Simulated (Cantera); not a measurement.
A closed system holds: 1 mol AlN, 600 mol H2, at 6.00e-5 bar.

These are equilibrium values from Cantera (NASA tables, ideal gas, pure condensed phases), not measurements of a reactor. Candidate condensed phases: Al, AlN; 13 gas species. Equilibrium is a limit: real reactors are often held back by kinetics, nucleation or transport.

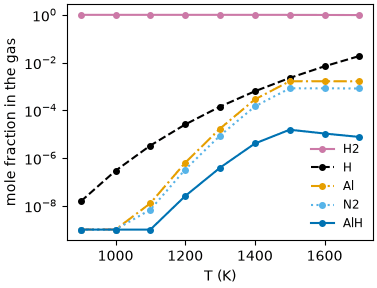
Fig. 1. Equilibrium gas composition (values under 1e-9 drawn at 1e-9)

**Question.** Read off the mole fractions at 1700 K.

**Answer.** H2 about 0.98, H about 0.019, Al about 0.0016, N2 about 0.00082, AlH about 7.6e-6.
